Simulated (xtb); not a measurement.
# Run report: C2H9FSi2, molecular dynamics (part 1 of 2)

System: C2H9FSi2, SMILES C[SiH](C)[SiH2]F.
Method: GFN1-xTB (xtb 6.7.1).

The starting geometry was optimised with GFN1-xTB.

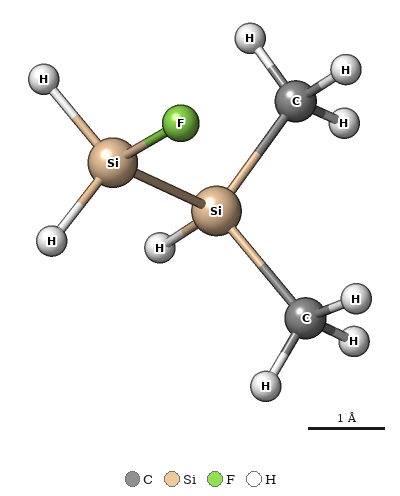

*The starting structure (ball-and-stick view, seen at a tilt).*

Bond lengths as drawn: C–H 1.10 Å, C–Si 1.92 Å, F–Si 1.60 Å, H–Si 1.46 to 1.47 Å and Si–Si 2.35 Å.

The input (coord)
```
$coord
     -0.968012207340     -0.719154173988      3.352563117699  c
     -0.051135988932     -1.078712363720     -0.131562732796  si
      3.500150728032     -0.444104536548     -0.439247940408  c
     -2.455169975636      1.552447805903     -2.774552587959  si
     -1.978392074393      4.439042255791     -2.025030515149  f
      0.143316829292     -1.946795853589      4.600065818870  h
     -0.697970344131      1.208498753959      4.066237085925  h
     -2.954152158844     -1.180795368972      3.720738458559  h
     -0.368194238122     -3.774973598336     -0.700634857966  h
      4.021771830212      1.499081940143      0.060754694907  h
      4.638087108498     -1.670026565377      0.785748122619  h
      4.213616826384     -0.739601010656     -2.362006477692  h
     -5.199109000377      1.306008621990     -2.628911395534  h
     -1.869751719488      1.493715117949     -5.469925651297  h
$end
```

File xtb.inp
```
$md
   temp=500
   time=0.2
   step=0.1
   dump=20
   hmass=1
   shake=0
   nvt=false
$end
```

Launch command:
```bash
xtb coord -c 0 --md --input xtb.inp --gfn 1 | tee xtb.out
```

Log
```
* xtb version 6.7.1
   ID    Z sym.   atoms
    1    6 c      1, 3
    2   14 si     2, 4
    3    9 f      5
    4    1 h      6-14

           -------------------------------------------------
          |                Calculation Setup                |
           -------------------------------------------------

          program call               : xtb coord -c 0 --md --input xtb.inp --gfn 1
          coordinate file            : coord
          omp threads                :                     1

           -------------------------------------------------
          |                 G F N 1 - x T B                 |
           -------------------------------------------------

      * Hamiltonian:
        H0-scaling (s, p, d)           1.850000    2.250000    2.000000
        zeta-weighting                 0.000000
      * Dispersion:
        s8                             2.400000
        a1                             0.630000
        a2                             5.000000
        s9                             0.000000
      * Repulsion:
        kExp                           1.500000
        rExp                           1.000000
      * Coulomb:
        alpha                          2.000000
        third order                    atomic
        anisotropic                    false
      * Halogen bond correction:
        rad-scale                      1.300000
        damping                        0.440000

          ...................................................
          :                      SETUP                      :
          :.................................................:
          :  # basis functions                  50          :
          :  # atomic orbitals                  48          :
          :  # shells                           30          :
          :  # electrons                        32          :
          :  # halogen bonds                     0          :
          :  max. iterations                   250          :
          :  Hamiltonian                  GFN1-xTB          :
          :  restarted?                      false          :
          :  GBSA solvation                  false          :
          :  PC potential                    false          :
          :  electronic temp.          300.0000000     K    :
          :  accuracy                    1.0000000          :
          :  -> integral cutoff          0.2500000E+02      :
          :  -> integral neglect         0.1000000E-07      :
          :  -> SCF convergence          0.1000000E-05 Eh   :
          :  -> wf. convergence          0.2000000E-04 e    :
          :  Broyden damping             0.4000000          :
          :  net charge                          0          :
          :  unpaired electrons                  0          :
          ...................................................

 iter      E             dE          RMSdq      gap      omega  full diag
   1    -18.1474798 -0.181475E+02  0.700E+00    4.75       0.0  T
   2    -18.1673725 -0.198927E-01  0.416E+00    4.56       1.0  T
   3    -18.1666809  0.691545E-03  0.528E-01    4.39       1.0  T
   4    -18.1690318 -0.235091E-02  0.143E-01    4.49       1.0  T
   5    -18.1692959 -0.264027E-03  0.212E-02    4.49       1.3  T
   6    -18.1693005 -0.460724E-05  0.659E-03    4.49       4.1  T
   7    -18.1693009 -0.460600E-06  0.243E-03    4.49      11.0  T
   8    -18.1693009 -0.168076E-07  0.421E-04    4.49      63.4  T
   9    -18.1693009 -0.149121E-08  0.108E-04    4.49     248.4  T
  10    -18.1693009 -0.174673E-09  0.157E-05    4.49    1702.5  T

   *** convergence criteria satisfied after 10 iterations ***

         #    Occupation            Energy/Eh            Energy/eV
      -------------------------------------------------------------
         1        2.0000           -0.8439648             -22.9655
       ...           ...                  ...                  ...
        10        2.0000           -0.5156906             -14.0327
        11        2.0000           -0.5087648             -13.8442
        12        2.0000           -0.5072210             -13.8022
        13        2.0000           -0.4606931             -12.5361
        14        2.0000           -0.4522375             -12.3060
        15        2.0000           -0.4420362             -12.0284
        16        2.0000           -0.4094932             -11.1429 (HOMO)
        17                         -0.2445334              -6.6541 (LUMO)
        18                         -0.2378402              -6.4720
        19                         -0.1686617              -4.5895
        20                         -0.1493830              -4.0649
        21                         -0.1343502              -3.6559
       ...                                ...                  ...
        48                          1.5550036              42.3138
      -------------------------------------------------------------
                  HL-Gap            0.1649598 Eh            4.4888 eV
             Fermi-level           -0.3270133 Eh           -8.8985 eV

 SCC (total)                   0 d,  0 h,  0 min,  0.029 sec
 SCC setup                      ...        0 min,  0.000 sec (  0.569%)
 Dispersion                     ...        0 min,  0.000 sec (  0.281%)
 classical contributions        ...        0 min,  0.000 sec (  0.112%)
 integral evaluation            ...        0 min,  0.007 sec ( 24.635%)
 iterations                     ...        0 min,  0.007 sec ( 24.250%)
 molecular gradient             ...        0 min,  0.014 sec ( 48.818%)
 printout                       ...        0 min,  0.000 sec (  1.270%)

         :::::::::::::::::::::::::::::::::::::::::::::::::::::
         ::                     SUMMARY                     ::
         :::::::::::::::::::::::::::::::::::::::::::::::::::::
         :: total energy             -18.011831825586 Eh    ::
         :: gradient norm              0.000049240928 Eh/a0 ::
         :: HOMO-LUMO gap              4.488785756791 eV    ::
         ::.................................................::
         :: SCC energy               -18.169300944765 Eh    ::
         :: -> electrostatic           0.014639954596 Eh    ::
         :: repulsion energy           0.162494513927 Eh    ::
         :: dispersion energy         -0.005025394748 Eh    ::
         :: halogen bond corr.         0.000000000000 Eh    ::
         :: add. restraining           0.000000000000 Eh    ::
         :: total charge              -0.000000000000 e     ::
         :::::::::::::::::::::::::::::::::::::::::::::::::::::

           -------------------------------------------------
          |                Property Printout                |
           -------------------------------------------------

    * Orbital Energies and Occupations

         #    Occupation            Energy/Eh            Energy/eV
      -------------------------------------------------------------
         1        2.0000           -0.8439648             -22.9655
       ...           ...                  ...                  ...
         4        2.0000           -0.6119296             -16.6515
         5        2.0000           -0.5747971             -15.6410
         6        2.0000           -0.5545818             -15.0909
         7        2.0000           -0.5537027             -15.0670
         8        2.0000           -0.5307555             -14.4426
         9        2.0000           -0.5175622             -14.0836
        10        2.0000           -0.5156906             -14.0327
        11        2.0000           -0.5087648             -13.8442
        12        2.0000           -0.5072210             -13.8022
        13        2.0000           -0.4606931             -12.5361
        14        2.0000           -0.4522375             -12.3060
        15        2.0000           -0.4420362             -12.0284
        16        2.0000           -0.4094932             -11.1429 (HOMO)
        17                         -0.2445334              -6.6541 (LUMO)
        18                         -0.2378402              -6.4720
        19                         -0.1686617              -4.5895
        20                         -0.1493830              -4.0649
        21                         -0.1343502              -3.6559
        22                         -0.1178143              -3.2059
        23                         -0.1072264              -2.9178
        24                         -0.0980979              -2.6694
        25                         -0.0678656              -1.8467
        26                         -0.0613485              -1.6694
        27                         -0.0570349              -1.5520
       ...                                ...                  ...
        48                          1.5550036              42.3138
      -------------------------------------------------------------
                  HL-Gap            0.1649598 Eh            4.4888 eV
             Fermi-level           -0.3270133 Eh           -8.8985 eV

  Mulliken/CM5 charges         n(s)   n(p)   n(d)
     1c    -0.19715 -0.30651   1.013  3.184  0.000
     2si    0.18624  0.00237   1.312  1.905  0.597
     3c    -0.19712 -0.30648   1.013  3.184  0.000
     4si    0.33234  0.13672   1.247  1.729  0.692
     5f    -0.23032 -0.21085   1.764  5.466  0.000
     6h     0.05314  0.10606   0.947  0.000  0.000
     7h     0.05475  0.10790   0.945  0.000  0.000
     8h     0.05103  0.10406   0.949  0.000  0.000
     9h    -0.07874  0.00709   1.079  0.000  0.000
    10h     0.05478  0.10793   0.945  0.000  0.000
    11h     0.05313  0.10605   0.947  0.000  0.000
    12h     0.05106  0.10408   0.949  0.000  0.000
    13h    -0.06657  0.02078   1.067  0.000  0.000
    14h    -0.06657  0.02079   1.067  0.000  0.000

Wiberg/Mayer (AO) data.
largest (>0.10) Wiberg bond orders for each atom

 ---------------------------------------------------------------------------
     #   Z sym  total        # sym  WBO       # sym  WBO       # sym  WBO
```
